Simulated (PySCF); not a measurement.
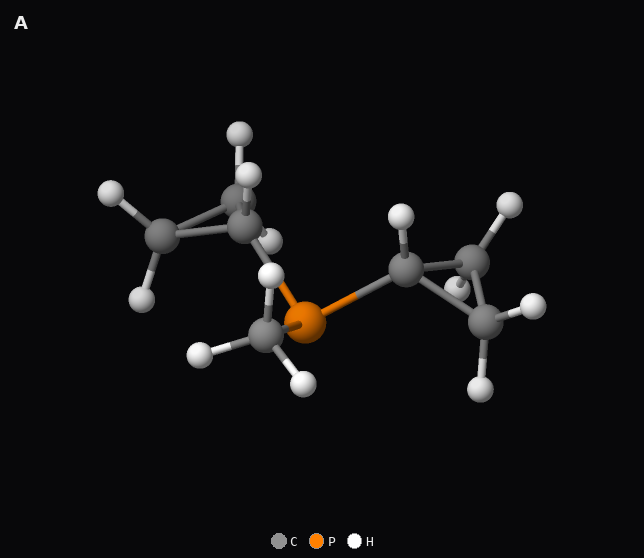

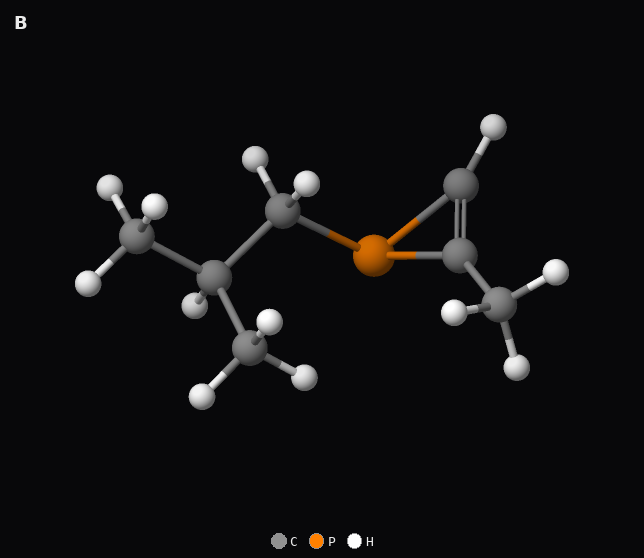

2 stationary structures of one formula. Geometries: GFN2-xTB. Electronic energies: PBE0/pcSseg-1 (PySCF 2.14.0), without zero-point energy. No frequency run is at hand to confirm each as a minimum. Each is one conformer, not always the lowest.

**How are they related?**

They are constitutional isomers of C7H13P: A `CP(C1CC1)C1CC1`, B `CC1=CP1CC(C)C`.

**Which structure is the most stable?**

A is lowest; B lies 0.222 eV above it.

The geometry is semi-empirical. Around P such bond lengths and angles can be off by a tenth of an ångström or more and by several degrees, and values that hang on the shape move with them.
